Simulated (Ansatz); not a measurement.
# A ladder of methods for B2 (SMILES B#B)

The species is B2 (2 atoms), meant as a triplet with charge 0. As SMILES, `B#B`. The shape is that of a GFN2-xTB optimisation.

```xyz
2

B     0.0000    0.0000    0.0000
B     0.0000    0.0000    1.4051
```

Each level gives the electronic atomisation energy (eV). The values are calculated. Electronic energies at fixed atoms, without zero-point motion or spin-orbit coupling.

```tsv
level	kind	program	value (eV)	CPU time (all runs)
U-revPBE/6-31G	GGA	Ansatz	2.60	7.7 s
UPBE/6-31G	GGA	Ansatz	2.83	7.2 s
U-r2SCAN/6-31G	meta-GGA	Ansatz	2.95	18 s
UPBE0/6-31G	global hybrid	Ansatz	2.65	6.2 s
U-wB97M-V/6-31G	range-separated hybrid	Ansatz	2.03	68 s
UHSE06/6-31G	range-separated hybrid	Ansatz	2.65	7.8 s
UMP2/6-31G	perturbation theory	Ansatz	1.93	0.65 s
UCCSDTQ/6-31G	coupled cluster or CI	Ansatz	1.83	26 s
```

The values span 1.83 to 2.95 eV. Spin contamination of the reference (⟨S²⟩ at least 0.1 too high) touches U-revPBE/6-31G, UPBE/6-31G, U-r2SCAN/6-31G, UPBE0/6-31G, U-wB97M-V/6-31G, UHSE06/6-31G, UMP2/6-31G, UCCSDTQ/6-31G. All rows use very small basis sets, so none should be taken for the real molecule's value. Times are those of the runs behind each value, whatever else they computed, on shared processors of several kinds: orders of magnitude only.

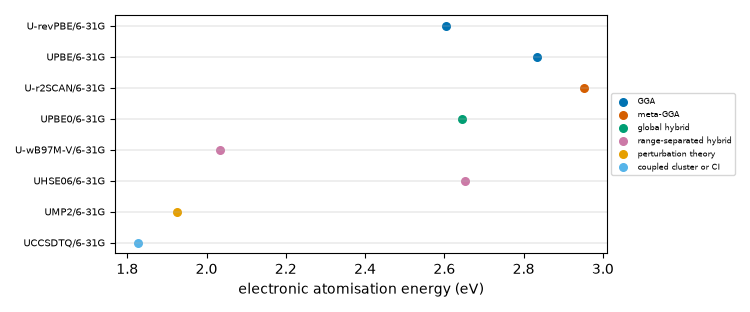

The values of the table, level by level.
